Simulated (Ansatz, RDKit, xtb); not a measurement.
# Isomers of BSi4H11, a sample narrowed down, part 2 of 2

A sample of isomers of BSi4H11 is drawn. Aim: find which of them has the lowest free energy at 298.15 K, then its properties. The sample is small against all isomers, and the most stable one of this formula need not be in it.

xtb, Ansatz and PySCF; isolated molecules.

**10. c429a at MP2/def2-TZVPP**

input.yaml reads:

```yaml
basis:
  gaussian:
    orbitals: def2-TZVPP
crystal:
  periodic: [false, false, false]
  atoms:
    - {symbol: B, position_ang: [0.074699, -2.253335, -1.786858]}
    - {symbol: Si, position_ang: [0.221202, -0.269235, -1.971778]}
    - {symbol: Si, position_ang: [1.489671, 0.461173, -3.811648]}
    - {symbol: Si, position_ang: [-2.004658, 0.393059, -2.429370]}
    - {symbol: Si, position_ang: [0.827790, 0.867076, -0.004886]}
    - {symbol: H, position_ang: [-0.181435, -2.757872, -0.721633]}
    - {symbol: H, position_ang: [0.171738, -2.972368, -2.750481]}
    - {symbol: H, position_ang: [2.930749, 0.109102, -3.637941]}
    - {symbol: H, position_ang: [1.380796, 1.943588, -3.954263]}
    - {symbol: H, position_ang: [0.988479, -0.180505, -5.063536]}
    - {symbol: H, position_ang: [-2.500502, -0.248084, -3.682603]}
    - {symbol: H, position_ang: [-2.036495, 1.875836, -2.600688]}
    - {symbol: H, position_ang: [-2.909705, 0.017886, -1.303490]}
    - {symbol: H, position_ang: [0.727110, 2.342264, -0.213340]}
    - {symbol: H, position_ang: [2.231782, 0.541372, 0.386835]}
    - {symbol: H, position_ang: [-0.083184, 0.475940, 1.111905]}
correlation:
  method: mp2
  frozen_orbitals: {Si: 5, H: 0, B: 1}
```

Started as:

```
$ ansatz run input.yaml --threads 2 --pin off --max-ram 5220MiB --events-out events.jsonl --progress --plain --runs-dir runs
```

What it wrote:

```text
Warning: RAYON_NUM_THREADS=2 ignored (pool sized by the plan → 2); use --threads N
Functional definition: HF
  name "HF"
  exchange = exact_x
  correlation = 0
1990 factors; integrals over basis functions are off by at most 9.5e-4 eV
mean field evaluation 1: about -32292.0207 eV, gradient 2.1e1 eV
mean field evaluation 2: about -32292.3113 eV, gradient 2.1e1 eV
mean field evaluation 4: about -32295.2294 eV, gradient 2.0e0 eV
mean field evaluation 8: about -32295.2451 eV, gradient 1.8e-1 eV
mean field evaluation 16: about -32295.2454 eV, gradient 1.3e-6 eV
mean field -32295.24544445 eV, -1186.8283795799 hartree, gradient 1.3e-6 eV, S^2 0.000000; 0 other end points of the search recorded, 0 dependent functions left out
21 core orbitals not correlated: weight in the atoms' cores, before any rotation towards them, 1.000 or more for the frozen orbitals, at most 0.000 for the correlated occupied ones
reference -32295.24544445 eV, -1186.8283795799 hartree; 15, 15 occupied and 317, 317 virtual orbitals, 1990 factors
second order -16.62520413 eV of doubles, -0.00000000 eV of singles
Total energy: -32311.87064858 eV, -1187.4393445627 hartree
```

Wall time 17 s (2 threads of Intel Xeon Platinum 8259CL at 2.50GHz (Skylake/Cascade Lake), shared host); peak memory 1.2 GiB.

**11. c949b at CCSD(T)/def2-SVP**

input.yaml reads:

```yaml
basis:
  gaussian:
    orbitals: def2-SVP
crystal:
  periodic: [false, false, false]
  atoms:
    - {symbol: B, position_ang: [0.012117, 0.627854, -1.354801]}
    - {symbol: Si, position_ang: [1.037400, -1.030048, -0.945368]}
    - {symbol: Si, position_ang: [0.715096, -1.199657, 1.400853]}
    - {symbol: Si, position_ang: [1.696526, 0.662439, 2.447409]}
    - {symbol: Si, position_ang: [1.729854, -3.179966, 2.159711]}
    - {symbol: H, position_ang: [-1.163391, 0.581941, -1.619929]}
    - {symbol: H, position_ang: [0.523904, 1.711118, -1.217861]}
    - {symbol: H, position_ang: [0.534333, -2.286365, -1.578036]}
    - {symbol: H, position_ang: [2.514767, -0.937247, -1.150437]}
    - {symbol: H, position_ang: [-0.748552, -1.231116, 1.710132]}
    - {symbol: H, position_ang: [3.138377, 0.729113, 2.066196]}
    - {symbol: H, position_ang: [1.027373, 1.923254, 2.009882]}
    - {symbol: H, position_ang: [1.598563, 0.554550, 3.933427]}
    - {symbol: H, position_ang: [3.185738, -3.128158, 1.834093]}
    - {symbol: H, position_ang: [1.126413, -4.367686, 1.486952]}
    - {symbol: H, position_ang: [1.572975, -3.326508, 3.637682]}
correlation:
  method: ccsd_t
  frozen_orbitals: {Si: 5, H: 0, B: 1}
```

Started as:

```
$ ansatz run input.yaml --threads 2 --pin off --max-ram 5220MiB --events-out events.jsonl --progress --plain --runs-dir runs
```

What it wrote, shortened:

```text
Warning: RAYON_NUM_THREADS=2 ignored (pool sized by the plan → 2); use --threads N
[... 2 set-up lines as earlier in the session ...]
[...]
1381 factors; integrals over basis functions are off by at most 1.2e-3 eV
[...]
mean field -32283.34450786 eV, -1186.3910282270 hartree, gradient 1.1e-6 eV, S^2 0.000000; 0 other end points of the search recorded, 0 dependent functions left out
21 core orbitals not correlated: weight in the atoms' cores, before any rotation towards them, 1.000 or more for the frozen orbitals, at most 0.000 for the correlated occupied ones
reference -32283.34450786 eV, -1186.3910282270 hartree; 15, 15 occupied and 105, 105 virtual orbitals, 1381 factors
second order -13.33165123 eV of doubles, -0.00000000 eV of singles
cycle   1  -15.34665740 eV  change    -2.0e0 eV  update   1.1e-1
[...]
cycle  10  -16.08568795 eV  change    1.3e-5 eV  update   2.4e-5
perturbative correction -0.46805176 eV, -0.0172005851 hartree
Total energy: -32299.89824757 eV, -1186.9993669408 hartree
```

Run time: 17 s. Hardware: 2 threads of Intel Xeon Platinum 8259CL at 2.50GHz (Skylake/Cascade Lake), shared host; peak memory 0.86 GiB.

**12. Putting it together**

Energies in kcal/mol from c429a; G adds the thermal terms to the CCSD(T)/def2-SVP + MP2/def2-TZVPP - MP2/def2-SVP energy. The columns left of the relaxed level are at the tight-binding geometries.

| label | SMILES | spin | GFN2-xTB | HF/STO-3G | r2SCAN-D4/def2-SVP | B3LYP-D3(BJ)/def2-SVP | HF/def2-SVP | MP2/def2-SVP | CCSD(T)/def2-SVP + MP2/def2-TZVPP - MP2/def2-SVP | G | share at equilibrium | T1 |
| --- | --- | --- | --- | --- | --- | --- | --- | --- | --- | --- | --- | --- |
| c429a | B[Si]([SiH3])([SiH3])[SiH3] | singlet | 0.0 | 0.0 | 0.0 | 0.0 | 0.0 | 0.0 | 0.0 | 0.0 | 96.3 % | 0.014 |
| c949b | B[SiH2][SiH]([SiH3])[SiH3] | singlet | -1.7 | 2.5 | 3.0 | 1.6 | 1.9 | 2.8 | 1.7 | 2.2 | 2.2 % | 0.013 |
| c658a | B[Si@@H]([SiH3])[SiH2][SiH3] | singlet | -1.4 | 0.4 | 2.7 | 1.6 | 2.4 | 3.0 | 1.9 | 2.5 | 1.5 % | 0.014 |
| c348d | B[SiH2][SiH2][SiH2][SiH3] | singlet | -1.5 | 2.2 | 5.1 | 3.2 | 4.5 | 5.4 | 3.6 | 4.8 | < 0.1 % | 0.013 |

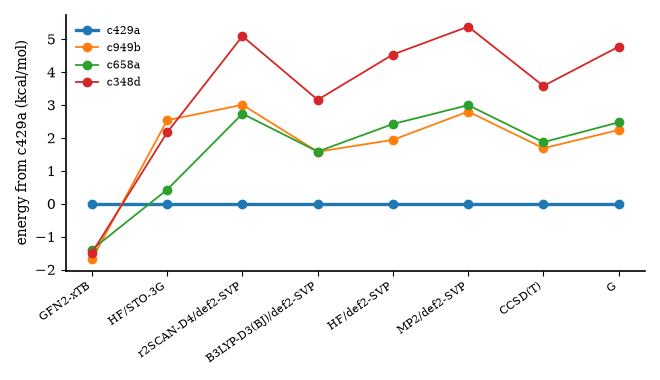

The finalists at each level, measured from c429a.

Lowest found: c429a, `B[Si]([SiH3])([SiH3])[SiH3]`, a singlet. Bond lengths: B1–Si2 1.998 Å, Si2–Si3 2.351 Å, Si2–Si4 2.367 Å, Si2–Si5 2.351 Å, B1–H6 1.206 Å, B1–H7 1.206 Å, Si3–H8 1.494 Å, Si3–H9 1.493 Å, Si3–H10 1.493 Å, Si4–H11 1.492 Å, Si4–H12 1.493 Å, Si4–H13 1.492 Å, Si5–H14 1.493 Å, Si5–H15 1.494 Å, Si5–H16 1.493 Å. Some angles: B1–Si2–Si3 114.9°, B1–Si2–Si4 103.1°, B1–Si2–Si5 114.9°, Si3–Si2–Si4 105.6°, Si3–Si2–Si5 111.4°, Si4–Si2–Si5 105.6°, Si2–B1–H6 120.8°, Si2–B1–H7 120.8°, Si2–Si3–H8 110.9°, Si2–Si3–H9 110.1°.

```xyz
16

B     0.0747   -2.2533   -1.7869
Si    0.2212   -0.2692   -1.9718
Si    1.4897    0.4612   -3.8116
Si   -2.0047    0.3931   -2.4294
Si    0.8278    0.8671   -0.0049
H    -0.1814   -2.7579   -0.7216
H     0.1717   -2.9724   -2.7505
H     2.9307    0.1091   -3.6379
H     1.3808    1.9436   -3.9543
H     0.9885   -0.1805   -5.0635
H    -2.5005   -0.2481   -3.6826
H    -2.0365    1.8758   -2.6007
H    -2.9097    0.0179   -1.3035
H     0.7271    2.3423   -0.2133
H     2.2318    0.5414    0.3868
H    -0.0832    0.4759    1.1119
```

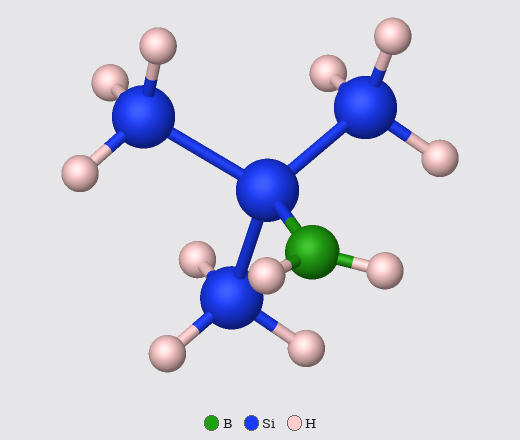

The lowest structure found, seen from a chosen angle (boron green, silicon blue, hydrogen pink).

**13. Outcome**

What follows sums up all 2 parts.

| quantity | value |
| --- | --- |
| lowest structure found | B[Si]([SiH3])([SiH3])[SiH3], singlet |
| next finalist | B[SiH2][SiH]([SiH3])[SiH3], singlet, 2.2 kcal/mol higher in G |
| share at equilibrium, among the finalists | 96.3 % |
| funnel | 13 starts, 11 minima at GFN2-xTB, 9 screening runs, 4 relaxed, 4 ranked |
| CPU time of all runs | 18 min |

**Reading.** `B[Si]([SiH3])([SiH3])[SiH3]` comes out lowest. The margin, 2.2 kcal/mol, is modest. HF/STO-3G, r2SCAN-D4/def2-SVP, B3LYP-D3(BJ)/def2-SVP, HF/def2-SVP and MP2/def2-SVP already put its bonding pattern lowest among the structures in one piece; GFN2-xTB favours the singlet B[SiH2][SiH]([SiH3])[SiH3]. The largest share of the time went into the relaxations (67 %). 4 minima inside the window were never screened. The search is not exhaustive (a finite list of starts, one conformer a finalist), so a lower isomer can't be ruled out. Only 4 drawn patterns were tried, so whole families of isomers are missing, and the result ranks this sample alone.
